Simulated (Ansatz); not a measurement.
**Map of one atom of the cell for GaP (zinc blende)**

GaP (zinc blende)

```xyz
2
Lattice="0.0000 2.7530 2.7530 2.7530 0.0000 2.7530 2.7530 2.7530 0.0000" Properties=species:S:1:pos:R:3 pbc="T T T"
P      4.1295     4.1295     4.1295
Ga     0.0000     0.0000     0.0000
```

In this cell atom 2 (Ga, nearest neighbour P at 2.384 Å; its periodic images, 3.9 Å or more away, move with it) is moved by u·(0.707, 0.707, 0.000) + v·(0.000, 0.000, 1.000); the rest is frozen.

Method: PBE (plane waves to 420 eV, PAW, scalar-relativistic; Ansatz, a program for electronic structure). k mesh 8×8×8 (Γ-centred), Fermi-Dirac smearing 0.05 eV. E stands for the smeared free energy. Points where atoms come too close for the PAW data are left out (x in tables, blank in figures). As the smearing reaches across the gap at some points, energies and forces of such displacements shift with the k mesh and the smearing. GaP was relaxed with its symmetry unable to fall. ΔE is measured from the undisplaced structure. Axes are in Å.

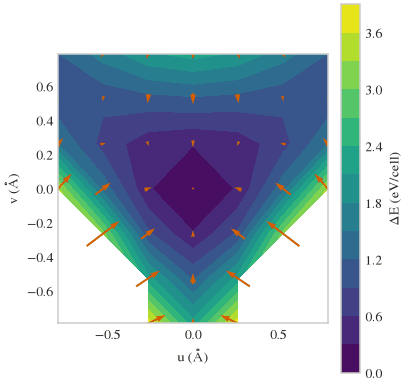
Fig. 1. ΔE (eV/cell) over the plane, with arrows for the in-plane force on the moved atom.

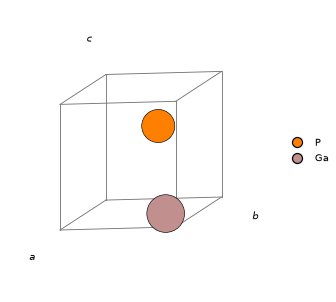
The cell of the calculation at u = -0.263 Å, v = -0.790 Å.

Lowest place on the grid: u = 0.000 Å, v = 0.000 Å (0 meV/cell).

(A displaced cell: forces are minus the slopes of the energy, force constants its curvatures, and phonons follow from these.)
